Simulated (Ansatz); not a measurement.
**Phonon calculation, with input and output: CH6NSi (charge +1)**

CH6NSi, charge +1, computed with RKS PBE0/def2-TZVP (Ansatz 0.2.0).

It belongs to a series of runs on one base structure; here: vibrations at the highest image of the band. Figures and captions count atoms from 1; the log counts them from 0 in places.

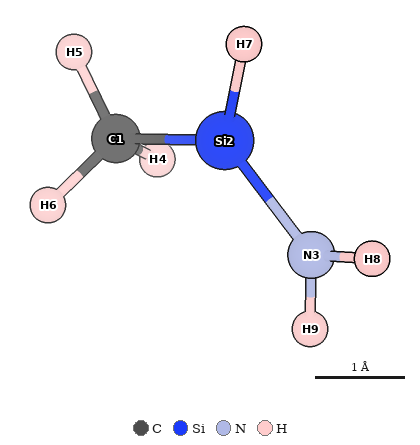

**Figure 1.** The input geometry (ball-and-stick view, seen at a tilt; atoms are numbered from 1 in the order of the input).

## Summary

```tsv
quantity	value
outcome	converged
total energy	−10490.8258 eV
mean-field energy	−10490.8258 eV
largest force (length of the vector)	0.008 eV/Å
hardware	2 threads of Arm Neoverse V2, 24 GiB of memory available, shared host
wall time	62 s (CPU time 2 min)
peak memory	0.22 GiB
```

## Input file
```yaml
crystal:
  periodic: [false, false, false]
  atoms:
    - { symbol: C, position_ang: [-0.776953, 0.86262, -0.781689] }
    - { symbol: Si, position_ang: [0.645101, -0.05927, -0.1238] }
    - { symbol: "N", position_ang: [0.478596, -1.101116, 1.135424] }
    - { symbol: H, position_ang: [-1.596859, 0.180376, -1.025646] }
    - { symbol: H, position_ang: [-0.48842, 1.416437, -1.677323] }
    - { symbol: H, position_ang: [-1.139896, 1.57231, -0.030013] }
    - { symbol: H, position_ang: [2.020187, 0.044891, -0.631328] }
    - { symbol: H, position_ang: [1.253552, -1.621708, 1.526888] }
    - { symbol: H, position_ang: [-0.395309, -1.29453, 1.607486] }
total_charge: 1
basis:
  gaussian: { orbitals: def2-TZVP }
hamiltonian:
  xc: pbe0
phonons: {}
```

Launched with:
```bash
ansatz run input.yaml --threads 2 --pin off --max-ram 3072MiB --backend cpu --events-out ev --progress --plain --runs-dir out
```

## Output
```
Engine: ansatz 0.2.0, aarch64-unknown-linux-gnu
Functional definition: PBE0
  parameter a = 0.25
  parameter kappa = 0.804
  parameter beta = 0.06672455060314922
  exchange = (1 - a)*pbe_x(kappa = kappa, mu = beta*pi^2/3) + a*exact_x
  correlation = pbe_c(beta = beta)
867 factors; their error is unknown
mean field evaluation 1: about -10472.7008 eV, gradient 9.7e1 eV
mean field evaluation 2: about -10449.3650 eV, gradient 1.2e2 eV
mean field evaluation 4: about -10490.5571 eV, gradient 1.0e1 eV
mean field evaluation 8: about -10490.8257 eV, gradient 2.9e-1 eV
mean field evaluation 16: about -10490.8258 eV, gradient 8.2e-6 eV
mean field -10490.82581707 eV, -385.5307378403 hartree, gradient 8.2e-6 eV, S^2 0.000000; 0 other end points of the search recorded, 0 dependent functions left out
the calculation of the forces begins
reference -10490.82584484 eV, -385.5307388606 hartree; 16, 16 occupied and 119, 119 virtual orbitals, 867 factors
these checks for a lower state are left out or cut short: stability, starts, cluster_reference, orbital_swaps, neighbouring_geometries, increment
867 factors; their error is unknown
mean field -10490.82569213 eV, -385.5307332486 hartree, gradient 1.1e-6 eV, S^2 0.000000; 0 other end points of the search recorded, 0 dependent functions left out
[... from here on the field's lines of each further geometry are left out, up to the last ...]
the calculation of the forces begins
reference -10490.82580907 eV, -385.5307375461 hartree; 16, 16 occupied and 119, 119 virtual orbitals, 867 factors
these checks for a lower state are left out or cut short: stability, starts, cluster_reference, orbital_swaps, neighbouring_geometries, increment
867 factors; their error is unknown
mean field -10490.82577739 eV, -385.5307363821 hartree, gradient 1.1e-6 eV, S^2 0.000000; 0 other end points of the search recorded, 0 dependent functions left out
the calculation of the forces begins
reference -10490.82580516 eV, -385.5307374025 hartree; 16, 16 occupied and 119, 119 virtual orbitals, 867 factors
WARN: phonons: modes at or below zero, which the zero-point energy, F, S and C_V leave out: 1, the lowest at -90.33 cm⁻¹. A minimum has none, and a first-order saddle one
Total energy: -10490.82584484 eV, -385.5307388606 hartree
Atom 0 at    -0.776953     0.862620    -0.781689 Å, force     0.003265     0.000243     0.007383 eV/Å
Atom 1 at     0.645101    -0.059270    -0.123800 Å, force     0.006598    -0.001325     0.004876 eV/Å
Atom 2 at     0.478596    -1.101116     1.135424 Å, force    -0.003988     0.005079    -0.002392 eV/Å
Atom 3 at    -1.596859     0.180376    -1.025646 Å, force    -0.006134     0.000355    -0.001563 eV/Å
Atom 4 at    -0.488420     1.416437    -1.677323 Å, force    -0.003893    -0.001083    -0.006483 eV/Å
Atom 5 at    -1.139896     1.572310    -0.030013 Å, force     0.000924     0.001927    -0.002389 eV/Å
Atom 6 at     2.020187     0.044891    -0.631328 Å, force     0.001886     0.000153     0.002225 eV/Å
Atom 7 at     1.253552    -1.621708     1.526888 Å, force     0.001327    -0.001223    -0.002452 eV/Å
Atom 8 at    -0.395309    -1.294530     1.607486 Å, force     0.000016    -0.004126     0.000794 eV/Å
Dipole moment:     0.058604    -0.089866     0.091603 e Å
Vibrations: -90.33 240.70 387.79 622.04 661.50 663.51 723.33 786.74 857.61 915.72 1047.96 1285.99 1412.90 1418.09 1583.34 2329.77 3045.50 3125.62 3154.73 3560.05 3649.10 cm⁻¹, zero-point energy 1.951016 eV
```

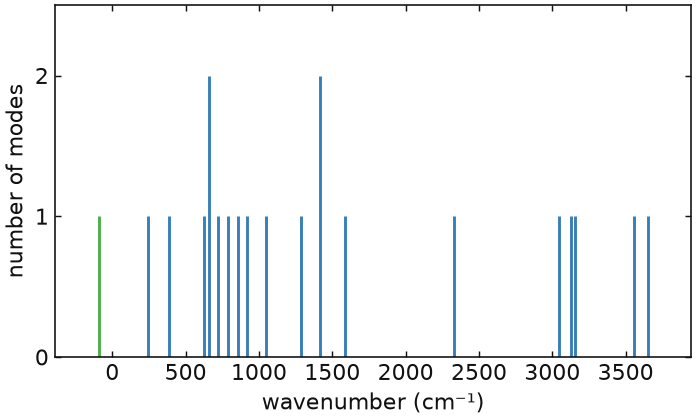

**Figure 2.** Harmonic vibrational wavenumbers from the force constants; neighbouring modes closer than 17 cm⁻¹ are counted in one stick, and imaginary ones are drawn at negative wavenumbers. 21 modes from 90i to 3649 cm⁻¹, 1 imaginary beyond 8i (90i cm⁻¹): not a clean minimum; so soft a mode can be a shallow saddle, an incomplete relaxation or noise of the force constants.
